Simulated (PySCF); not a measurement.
Consider C5H9OSi (SMILES [SiH2]OC1CC=CC1) (doublet).

```xyz
16

Si    2.6545    1.0081   -0.7838
O     1.0483    0.8442   -0.8591
C     0.2445   -0.2648   -0.5283
C     0.0429   -0.3878    0.9969
C    -1.4189   -0.1412    1.2029
C    -2.0648    0.0356    0.0646
C    -1.1626   -0.0605   -1.1251
H     3.3513    0.0538   -1.6377
H     3.1838    1.0057    0.5750
H     0.7176   -1.1683   -0.9318
H     0.3392   -1.3725    1.3657
H     0.6454    0.3612    1.5149
H    -1.8449   -0.1128    2.1909
H    -3.1162    0.2352   -0.0478
H    -1.4494   -0.8856   -1.7802
H    -1.1784    0.8586   -1.7150
```

Geometry: GFN2-xTB.

Theory: PySCF 2.14.0, density-fitted response routines, UKS B3LYP, pcH-1 on C H O Si, non-relativistic, mean-field spin-orbit, GIAO.

**What can the converged electron density, electron localisation function and spin density tell about the bonding?**

C–C (1.32 Å): the density is about 2.3 e/Å³ at the midpoint; the ELF peaks at about 0.90 between the atoms; a multiple bond.
C–H (1.08 Å): the density is about 2 e/Å³ at the midpoint; the ELF climbs to about 1 towards the hydrogen, as it does in any bond to H (an ordinary covalent bond to hydrogen).
C–C (1.50 Å): the density is about 1.7 e/Å³ at the midpoint; the ELF peaks at about 0.95 between the atoms: a shared electron pair.
The unpaired spin (1 electron) lies mostly on Si1 (about 0.8), in electrons by Hirshfeld's partition.

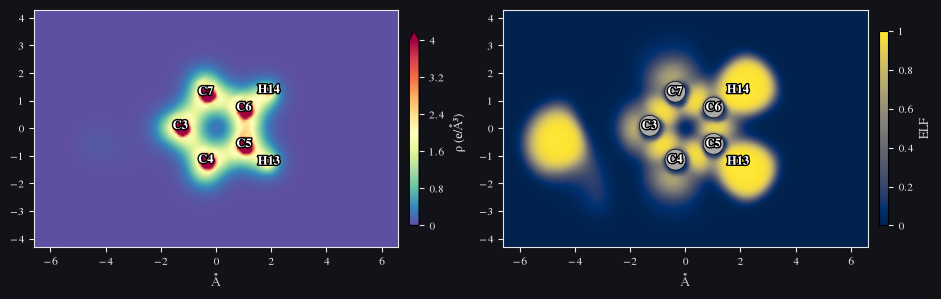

Computed electron density and electron localisation function on the plane of atoms C4, C5 and H13, in this order. Grey discs cover the atomic cores in the ELF map. 
